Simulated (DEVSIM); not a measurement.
System: Si n-i-p diode, at 350 K.

```
layer (left to right)  material  thickness (μm)  Nd (cm⁻³)  Na (cm⁻³)   τn (s)   τp (s)
---------------------  --------  --------------  ---------  ---------  -------  -------
1                            Si           0.250     1.7e18          -  0.00023  0.00023
2                            Si           0.310          -     3.2e12  0.00023  0.00023
3                            Si            1.30          -     1.3e18  0.00023  0.00023
```

Left contact: ohmic. Right contact: ohmic. Voltage is applied to the left contact. Recombination: SRH at mid-gap, Auger. Mobility is μmin + (μ − μmin)/(1 + (N/Nref)^α).

The device is made up for the run: typed textbook-type constants, with dimensions and the other settings drawn at random. Values at 300 K; Nc and Nv go as T^1.5, mobilities as T to minus their exponent, the gap by Varshni's rule with the affinity fixed.

```tsv
parameter	Si
gap (eV)	1.124
affinity (eV)	4.05
permittivity	11.7
Nc (cm⁻³)	2.86e19
Nv (cm⁻³)	3.1e19
μn (cm²/Vs)	1417
μp (cm²/Vs)	470
μn,min	52
μp,min	45
Nref,n	9.7e16
Nref,p	2.2e17
αn	0.68
αp	0.72
T exponent of μn	2.3
T exponent of μp	2.2
Cn (cm⁶/s)	2.8e-31
Cp (cm⁶/s)	9.9e-32
Varshni α (eV/K)	0.000473
Varshni β (K)	636
```

Model (solved in DEVSIM): 1D drift-diffusion, Boltzmann statistics, complete ionisation; no tunnelling, impact ionisation, image-force lowering or self-heating.

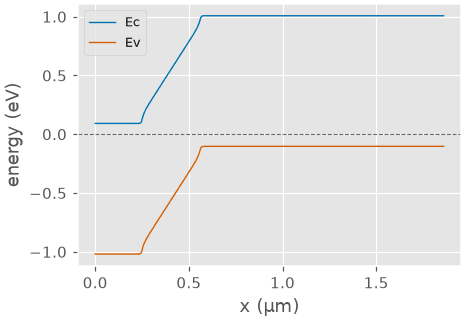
Band edges at zero bias

Energies count from the Fermi level of the right contact; mesh points crowd at the junctions.

```json
[
 {"x (μm)": "0.000", "Ec (eV)": "0.092", "Ev (eV)": "-1.019", "n (cm⁻³)": "1.7e18", "p (cm⁻³)": "84000", "field (V/cm)": "≈ 0"},
 {"x (μm)": "0.02238", "Ec (eV)": "0.092", "Ev (eV)": "-1.019", "n (cm⁻³)": "1.7e18", "p (cm⁻³)": "84000", "field (V/cm)": "≈ 0"},
 {"x (μm)": "0.05852", "Ec (eV)": "0.092", "Ev (eV)": "-1.019", "n (cm⁻³)": "1.7e18", "p (cm⁻³)": "84000", "field (V/cm)": "≈ 0"},
 {"x (μm)": "0.1246", "Ec (eV)": "0.092", "Ev (eV)": "-1.019", "n (cm⁻³)": "1.7e18", "p (cm⁻³)": "84000", "field (V/cm)": "≈ 0"},
 {"x (μm)": "0.2021", "Ec (eV)": "0.092", "Ev (eV)": "-1.019", "n (cm⁻³)": "1.7e18", "p (cm⁻³)": "84000", "field (V/cm)": "≈ 0"},
 {"x (μm)": "0.2339", "Ec (eV)": "0.092", "Ev (eV)": "-1.018", "n (cm⁻³)": "1.7e18", "p (cm⁻³)": "85000", "field (V/cm)": "1000"},
 {"x (μm)": "0.2531", "Ec (eV)": "0.145", "Ev (eV)": "-0.966", "n (cm⁻³)": "3.0e17", "p (cm⁻³)": "480000", "field (V/cm)": "58000"},
 {"x (μm)": "0.2889", "Ec (eV)": "0.263", "Ev (eV)": "-0.847", "n (cm⁻³)": "5.8e15", "p (cm⁻³)": "2.5e7", "field (V/cm)": "26000"},
 {"x (μm)": "0.3384", "Ec (eV)": "0.387", "Ev (eV)": "-0.723", "n (cm⁻³)": "9.5e13", "p (cm⁻³)": "1.5e9", "field (V/cm)": "25000"},
 {"x (μm)": "0.4230", "Ec (eV)": "0.598", "Ev (eV)": "-0.513", "n (cm⁻³)": "9.0e10", "p (cm⁻³)": "1.6e12", "field (V/cm)": "25000"},
 {"x (μm)": "0.4930", "Ec (eV)": "0.772", "Ev (eV)": "-0.339", "n (cm⁻³)": "2.8e8", "p (cm⁻³)": "5.1e14", "field (V/cm)": "25000"},
 {"x (μm)": "0.5437", "Ec (eV)": "0.905", "Ev (eV)": "-0.205", "n (cm⁻³)": "3300000", "p (cm⁻³)": "4.3e16", "field (V/cm)": "32000"},
 {"x (μm)": "0.5631", "Ec (eV)": "0.993", "Ev (eV)": "-0.118", "n (cm⁻³)": "180000", "p (cm⁻³)": "7.8e17", "field (V/cm)": "37000"},
 {"x (μm)": "0.5877", "Ec (eV)": "1.008", "Ev (eV)": "-0.103", "n (cm⁻³)": "110000", "p (cm⁻³)": "1.3e18", "field (V/cm)": "80"},
 {"x (μm)": "0.6600", "Ec (eV)": "1.008", "Ev (eV)": "-0.103", "n (cm⁻³)": "110000", "p (cm⁻³)": "1.3e18", "field (V/cm)": "≈ 0"},
 {"x (μm)": "0.7787", "Ec (eV)": "1.008", "Ev (eV)": "-0.103", "n (cm⁻³)": "110000", "p (cm⁻³)": "1.3e18", "field (V/cm)": "≈ 0"},
 {"x (μm)": "0.9918", "Ec (eV)": "1.008", "Ev (eV)": "-0.103", "n (cm⁻³)": "110000", "p (cm⁻³)": "1.3e18", "field (V/cm)": "≈ 0"},
 {"x (μm)": "1.372", "Ec (eV)": "1.008", "Ev (eV)": "-0.103", "n (cm⁻³)": "110000", "p (cm⁻³)": "1.3e18", "field (V/cm)": "≈ 0"},
 {"x (μm)": "1.669", "Ec (eV)": "1.008", "Ev (eV)": "-0.103", "n (cm⁻³)": "110000", "p (cm⁻³)": "1.3e18", "field (V/cm)": "≈ 0"},
 {"x (μm)": "1.770", "Ec (eV)": "1.008", "Ev (eV)": "-0.103", "n (cm⁻³)": "110000", "p (cm⁻³)": "1.3e18", "field (V/cm)": "≈ 0"},
 {"x (μm)": "1.826", "Ec (eV)": "1.008", "Ev (eV)": "-0.103", "n (cm⁻³)": "110000", "p (cm⁻³)": "1.3e18", "field (V/cm)": "≈ 0"},
 {"x (μm)": "1.860", "Ec (eV)": "1.008", "Ev (eV)": "-0.103", "n (cm⁻³)": "110000", "p (cm⁻³)": "1.3e18", "field (V/cm)": "≈ 0"}
]
```
